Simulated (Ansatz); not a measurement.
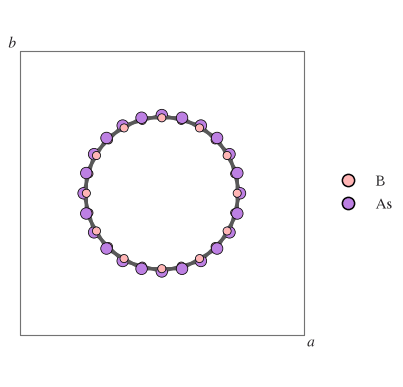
1 relaxed period of a body that repeats along c, seen along c; the cell edge a is 24.0 Å long

Computed with PBE (plane waves to 420 eV, PAW; Ansatz, a first-principles code). Mesh 1×1×6. No spin polarisation. It repeats along c; a and b span vacuum. A model structure. Only distortions within the start's symmetry and period were free. Values not marked SOC lack spin–orbit coupling.

Problem. What is drawn, and how wide is it?

Solution. Several could match; the one computed here: (12,0) BAs nanotube. A hypothetical model, rolled from the flat sheet.
It measures about 13 Å across, from nucleus to nucleus.
